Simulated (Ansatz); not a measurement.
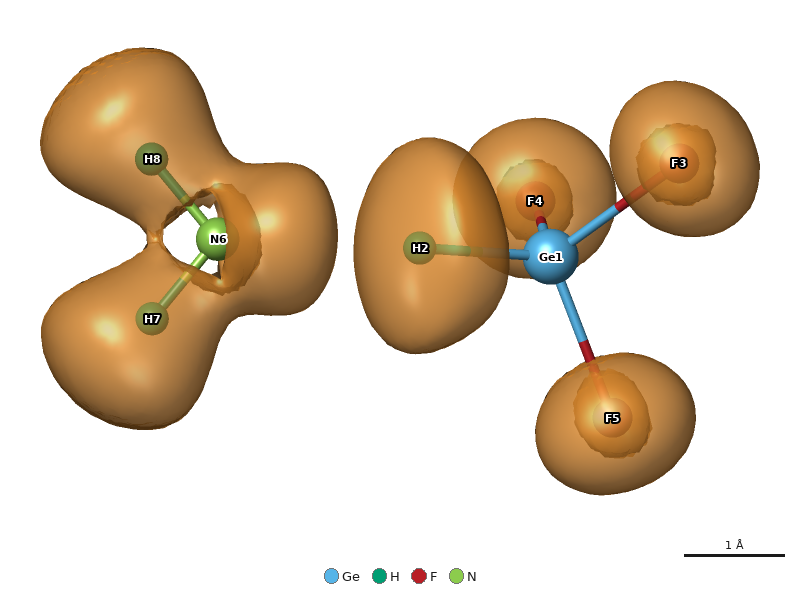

The picture shows: F3GeH···NH2 (doublet). Isosurface of the electron localisation function at 0.75 (orange), seen at a tilt. Core shells and regions of very low density are left out.

Level of theory: UKS PBE-D4/def2-SVP in Ansatz.

Input file:

```
crystal:
  periodic: [false, false, false]
  atoms:
    - { symbol: Ge, position_ang: [0.0, 0.0, 0.0] }
    - { symbol: H, position_ang: [0.0, 0.0, 1.8] }
    - { symbol: F, position_ang: [1.5842, 0.0, -0.5594] }
    - { symbol: F, position_ang: [-0.7913, 1.3709, -0.5594] }
    - { symbol: F, position_ang: [-0.7913, -1.3709, -0.5594] }
    - { symbol: "N", position_ang: [0.0, 0.0, 3.16] }
    - { symbol: H, position_ang: [-0.496, -0.7725, 3.69] }
    - { symbol: H, position_ang: [0.496, 0.7725, 3.69] }
magnetization:
  spin_polarized: true
  initial_magnetization: 1
basis:
  gaussian: { orbitals: def2-SVP }
hamiltonian:
  xc: pbe
  dispersion: d4
relax:
  f_tol: 0.15
  max_steps: 25
  restrain:
    - { distance: [1, 5], at: 2.26, k: 30.0 }
    - { distance: [0, 1], at: 1.55, k: 30.0 }
output:
  orbitals: {}
```

Command:

```sh
ansatz run input.yaml --threads 4 --pin off --max-ram 5120MiB --backend cpu --events-out ev --progress --plain --runs-dir out
```

The fields are those of the run's last geometry, not of the input's.

Question: Describe the localisation domains.

Answer: At this value the surface marks out one region around a hydrogen nucleus, three regions wrapped around F (the valence shell of each) and one joined region spread over several atoms (H, N), in which their bonds and any lone pairs are merged. Along the contacts the grid gives the following. N6···H2 (2.26 Å): the ELF dips to about 0.10 between them. Ge–F (1.74 Å): the ELF peaks at about 0.80 in the valence shell of F, 0.5 Å from its nucleus, and is about 0.25 at the midpoint.
